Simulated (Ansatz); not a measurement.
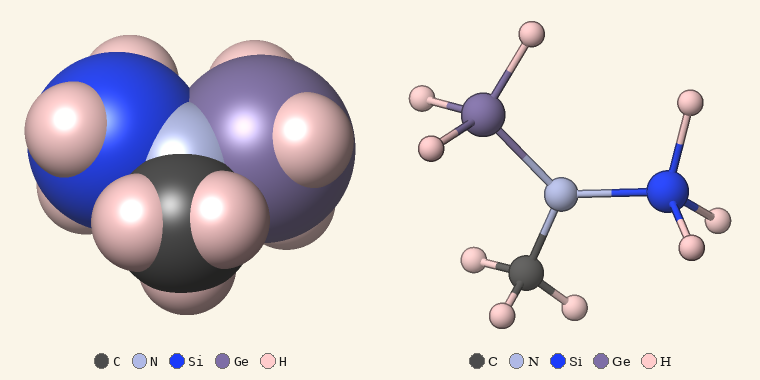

Both panels show the same species.

The computed structure is the end point of a PBE0-D4/def2-TZVP optimisation.

Describe the molecule.

It has 13 atoms: 1 carbon, 9 hydrogen, 1 germanium, 1 nitrogen and 1 silicon (CH₉GeNSi). SMILES: `C[N]([SiH3])[GeH3]`. Among its groups: Si–H bond, Si–N bond. This geometry has C1 symmetry. Coordination: 1 C tetrahedral; 1 N trigonal planar; 1 Si tetrahedral; 1 Ge tetrahedral.

More results for the same structure follow; atom numbers are the same in all pictures, views and colours differ.

### Geometry

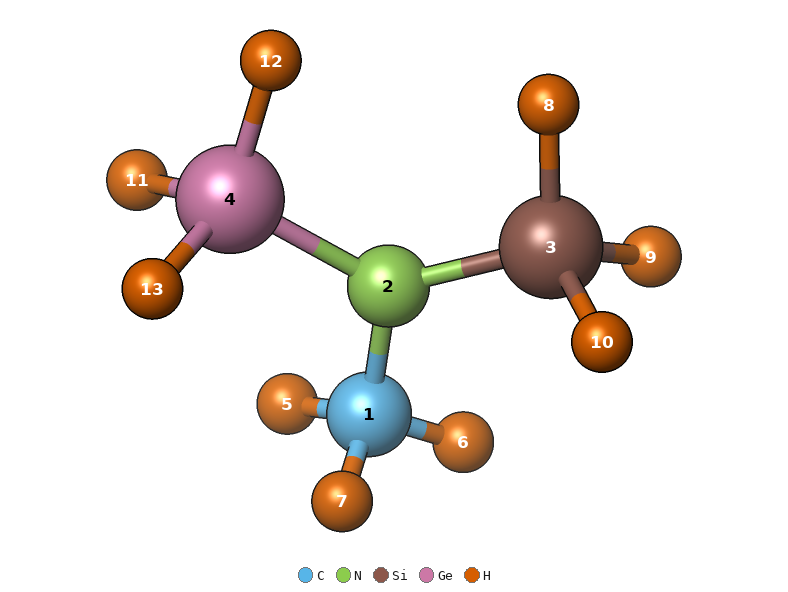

Atoms carry their numbers in the input.

Which atoms are bonded, and how long are the bonds?

| bond | length (Å) |
| --- | --- |
| C1–N2 | 1.456 |
| C1–H5 | 1.096 |
| C1–H6 | 1.095 |
| C1–H7 | 1.098 |
| N2–Si3 | 1.718 |
| N2–Ge4 | 1.840 |
| Si3–H8 | 1.485 |
| Si3–H9 | 1.490 |
| Si3–H10 | 1.494 |
| Ge4–H11 | 1.541 |
| Ge4–H12 | 1.533 |
| Ge4–H13 | 1.544 |

### Vibrations

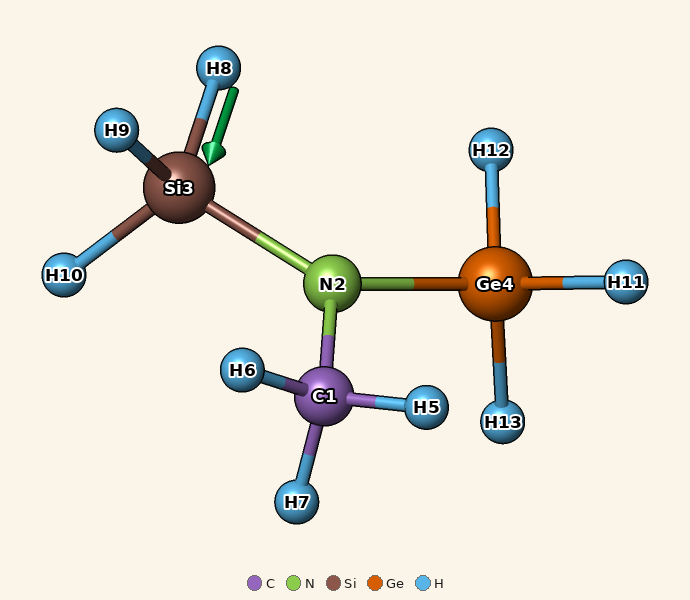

The arrows show one normal mode. Harmonic vibrations computed with RKS PBE0-D4/def2-TZVP (Ansatz 0.2.0) at a stationary point of the same level.

What kind of motion is it?

Answer. Mostly Si–H stretching.

At what wavenumber does it lie?

Answer. 2235 cm⁻¹; it is mode 30 of 33 counted from the lowest.

### Electronic properties

Method: RKS BLYP-D4/def2-TZVPP (Ansatz 0.2.0).

Predict the main results.

- HOMO energy (Kohn–Sham orbital): −5.42 eV
- LUMO energy (Kohn–Sham orbital): −0.56 eV
- HOMO–LUMO gap: 4.86 eV
- dispersion correction: −62.5 kJ/mol

### Charges

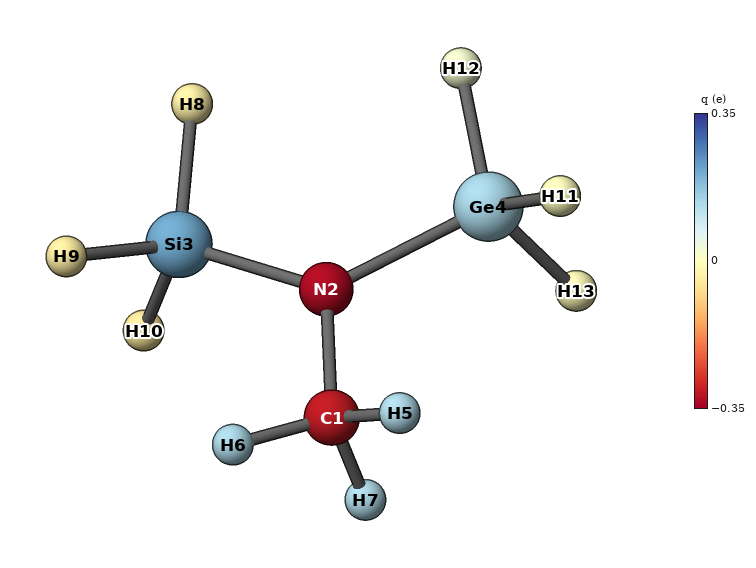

Atoms are coloured by their Mulliken charges. Properties computed with RKS PBE0-D4/def2-TZVP (Ansatz 0.2.0).

List the Mulliken charges.

| atom | value (e) |
| --- | --- |
| C1 | −0.31 |
| N2 | −0.33 |
| Si3 | 0.21 |
| Ge4 | 0.14 |
| H5 | 0.13 |
| H6 | 0.13 |
| H7 | 0.13 |
| H8 | −0.03 |
| H9 | −0.04 |
| H10 | −0.05 |
| H11 | 0.00 |
| H12 | 0.02 |
| H13 | −0.01 |

### Dipole moment

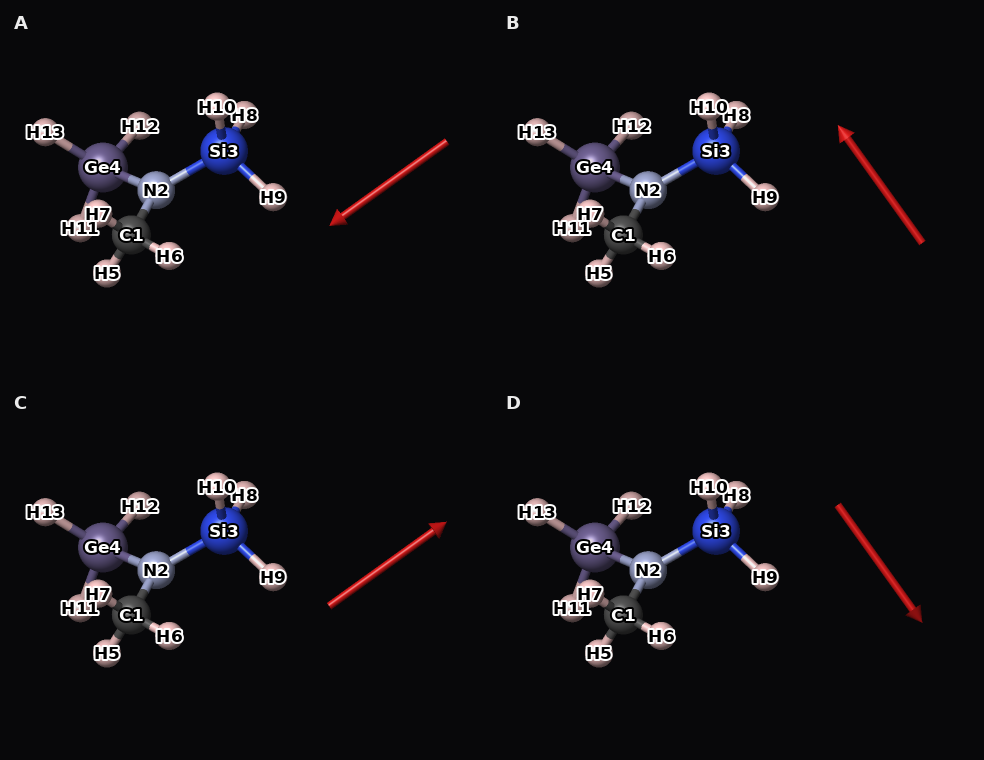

The same molecule four times, each with an arrow. Properties computed with RKS PBE-D4/def2-TZVPP (Ansatz 0.2.0).

Which arrow points along the dipole moment, from the negative to the positive end?

Answer. A. The dipole moment is 0.89 D; it points from the side of H8 to the side of H5 (the outermost atoms at the two ends).

Mulliken values depend strongly on the basis set and can even reverse the polarity of a bond.
